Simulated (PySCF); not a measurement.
Mg(GeH3)2, H6Ge2Mg, SMILES [GeH3][Mg][GeH3] at its PBE0/def2-SVP optimised geometry (Å):

```
9

Mg    -1.6104    -2.1007    -1.9552
Ge    -2.6484    -3.4538    -3.9101
H     -1.5960    -4.1554    -4.8053
H     -3.5993    -4.5843    -3.4423
H     -3.4936    -2.5904    -4.8803
Ge    -0.5725    -0.7479     0.0000
H      0.9770    -0.7479     0.0000
H     -0.9770     0.7479     0.0000
H     -0.9769    -1.2758     1.3997
```

Calculation: PySCF with PBE0/def2-TZVP. Cells within 0.4 Å of a nucleus heavier than hydrogen are left out (blank, or x).

Map of the HOMO−1 amplitude (bohr^(-3/2)) on the plane z = 0.0 Å; orbital energy -8.04 eV, overall sign arbitrary:

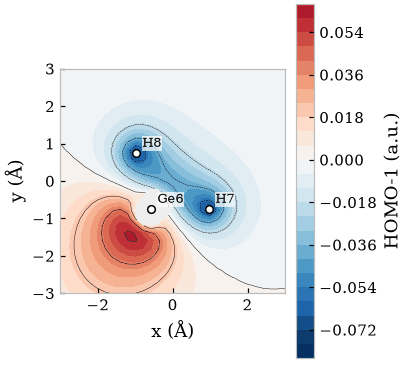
*HOMO−1 amplitude (bohr^(-3/2)) on the plane z = 0.0 Å.*
